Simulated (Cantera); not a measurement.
Charge: 1 mol SiC, 0.012 mol O2, 380 mol H2, 0.42 mol N2O, equilibrated at 0.000200 bar.

Equilibrium computed with Cantera from the NASA thermochemical tables; the gas is ideal and each condensed phase is pure. Candidate condensed phases: C, C6H6, C7H8, C8H18, H2O, Si, SiC, SiO2, Si2N2O, Si3N4; 151 gas species. Mutual solubility and eutectic melting of coexisting phases are not modelled. Equilibrium is a limit: real reactors are often held back by kinetics, nucleation or transport.

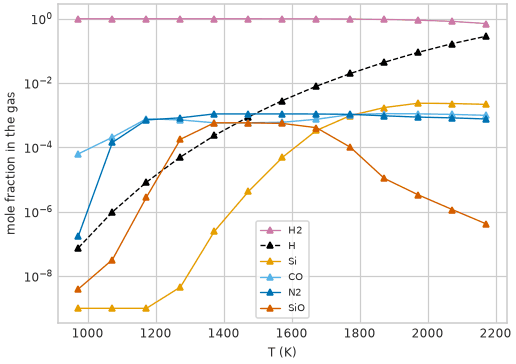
Figure. Equilibrium gas composition (values under 1e-9 drawn at 1e-9)

Q: Read off the mole fractions at 1573 K.

A: H2 about 0.99, H about 0.0029, N2 about 0.0011, CO about 0.00061, SiO about 0.00056, Si about 4.9e-5.
